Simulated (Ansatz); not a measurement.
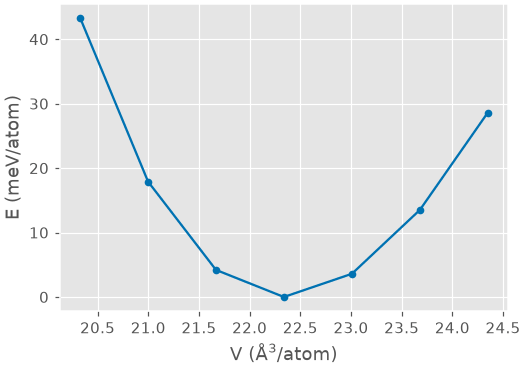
*In2Pt (cubic Laves (MgCu2 type), space group No. 227) under volume change, DFT-PBE in the program Ansatz with PAW potentials, scaled uniformly.*

Question: What does a third-order Birch–Murnaghan fit give for V₀, B₀ and B′?

Answer: V₀ = 22.34 Å³/atom, B₀ = 61.7 GPa, B′ = 5.9.

Space group Fd-3m (cubic Laves (MgCu2 type)). The cell is a constructed one: a structure type filled with these elements; neither database checked (COD, Materials Project) lists it. COD files the formula under space group No. 225. Its standing as an ambient phase is unchecked. Symmetry was held in the PBE relaxation; whether a distortion lowers the energy is not shown. No spin polarisation was allowed. Scalar-relativistic: spin–orbit coupling is off unless named, which matters more the heavier the elements.

Potentials: the earlier of the program's two PAW sets.
